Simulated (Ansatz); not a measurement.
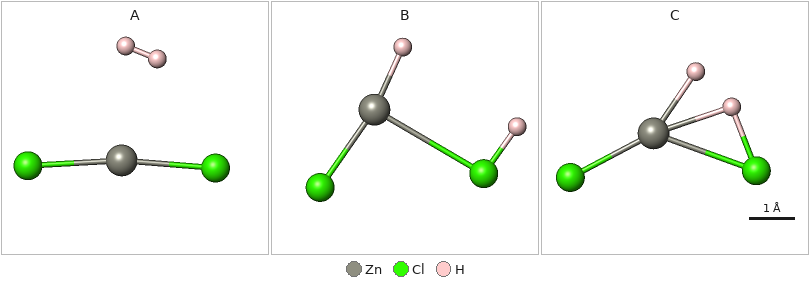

3 geometries from a converged minimum-energy path of ZnH2Cl2, made up at the start of ZnCl2 and H2, shuffled. A ball-and-stick model, seen face on.

These are results of RKS PBE0-D4/def2-SVP (Ansatz 0.2.0), not measurements. Set-up: 9 movable images; climbing image; force threshold 0.03 eV/Å; iteration limit 48; starting path through a guess of the saddle point.

### Which frame is the top of the path?

C. In order along the path, whose images run from 0 to 10: A (image 1, +1.7 kJ/mol), C (image 5, +126.1 kJ/mol), B (image 10, +85.6 kJ/mol). Breaking: H–H (0.76 → 3.12 Å). Forming: Cl–H (3.07 → 1.29 Å), H–Zn (2.49 → 1.54 Å).

Limits of the set-up: the start holds two separate molecules, 2.5 Å apart at their closest, whose relative position is a soft coordinate.
